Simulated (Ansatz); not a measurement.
# AlBrH3NO: what the fields show

```xyz
7

Al    0.4249   -0.0228    0.0186
Br    2.1232   -1.4520    0.5669
N    -1.2561   -0.5671    0.1637
H    -1.5498   -1.5015    0.4556
O     0.7175    1.5739   -0.5398
H    -2.0683    0.0149   -0.0550
H     1.6087    1.9545   -0.6101
```

These are results of Ansatz, RKS BLYP/def2-SVP, not measurements.

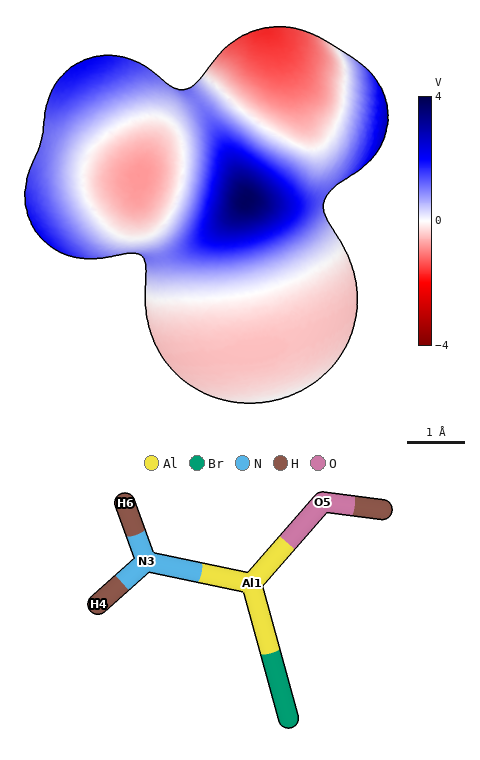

Figure 1. The molecular electrostatic potential painted on the density surface at 0.004 e/bohr³, seen at a tilt; red is negative and blue positive. The bare structure is drawn below in the same view.

Q: Describe the electrostatic potential map.

A: The most negative region (about −1.6 V, or −37 kcal/mol for a unit charge) lies over O5, the most positive (about +3.7 V, or +85 kcal/mol for a unit charge) over Al1. Br2 shows a σ-hole: about +0.2 V at the tip opposite its bond, against about −0.4 V, or −9 kcal/mol for a unit charge on its flanks. O5 is the likeliest acceptor of a hydrogen bond.

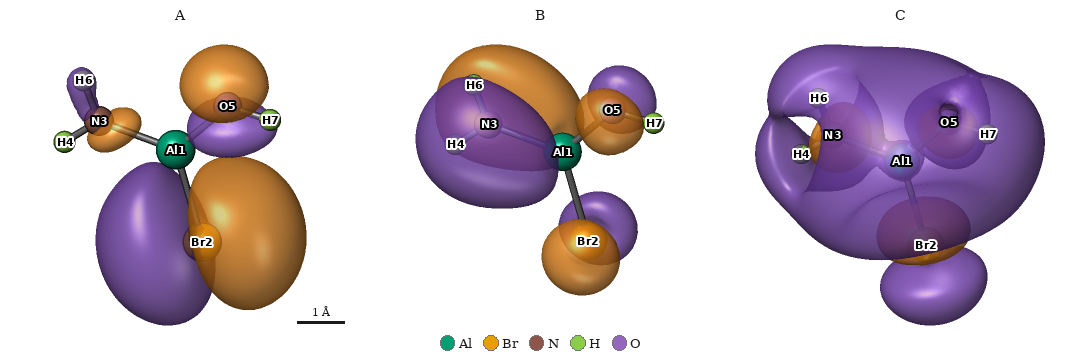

Figure 2. Three frontier orbitals at ±0.05 Å⁻³ᐟ² (orange and purple are the two phases), in no order.

Q: Order the three orbitals by energy and name them.

A: A is the HOMO−1 (−6.66 eV). Its weight (Hirshfeld) is mainly on Br2 (about 85 %) and O5 (about 10 %); it is symmetric in the molecular plane (an in-plane orbital: σ, lone-pair or in-plane π type); largely a lone pair of Br2. B is the HOMO (−5.70 eV). It lies mainly on N3 (about 70 %); it changes sign across the molecular plane (π type). C is the LUMO (−1.07 eV). By Hirshfeld shares it lies mainly on Al1 (about 50 %), Br2 (about 20 %), O5 (about 10 %), N3 (about 10 %) and H7 (about 5 %); it is symmetric in the molecular plane (an in-plane orbital: σ, lone-pair or in-plane π type).

Q: What is the HOMO–LUMO gap?

A: 4.63 eV between the orbital energies.

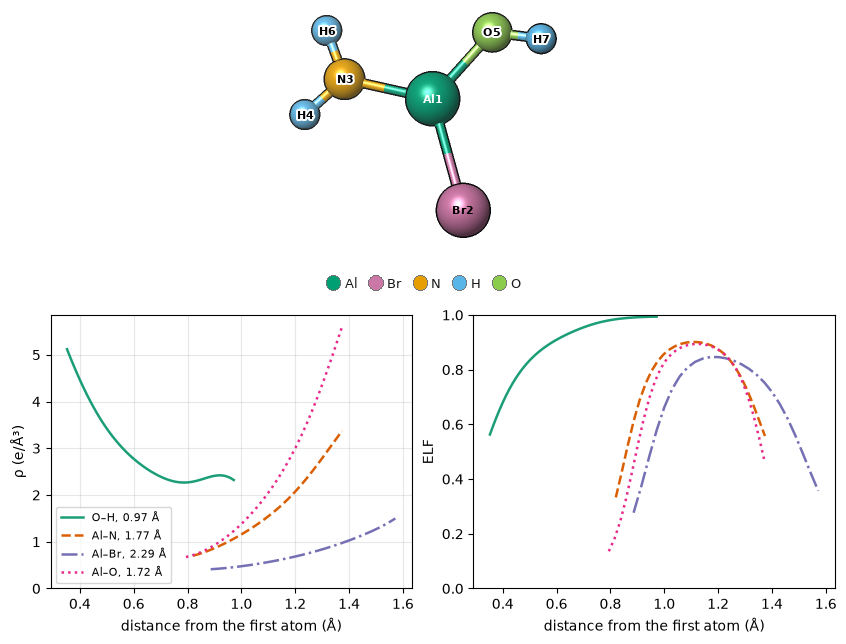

Figure 3. Electron density and ELF along straight lines between neighbouring atoms. The curves leave out the atomic cores. The structure is drawn too.

Q: What can be read from the curves?

A: O–H (0.97 Å): the density is about 3.5 e/Å³ at the midpoint; the ELF climbs to about 1 towards the hydrogen, as it does in any bond to H; a covalent bond by its length.
Al–N (1.77 Å): ρ is about 0.83 e/Å³ halfway; the ELF peaks at about 0.90 in the valence shell of N, 0.7 Å from its nucleus, and is about 0.60 at the midpoint.
Al–Br (2.29 Å): the density is about 0.61 e/Å³ at the midpoint; the ELF peaks at about 0.85 in the valence shell of Br, 1.1 Å from its nucleus, and is about 0.85 at the midpoint.
Al–O (1.72 Å): the density is about 0.8 e/Å³ at the midpoint; the ELF peaks at about 0.90 in the valence shell of O, 0.6 Å from its nucleus, and is about 0.35 at the midpoint.
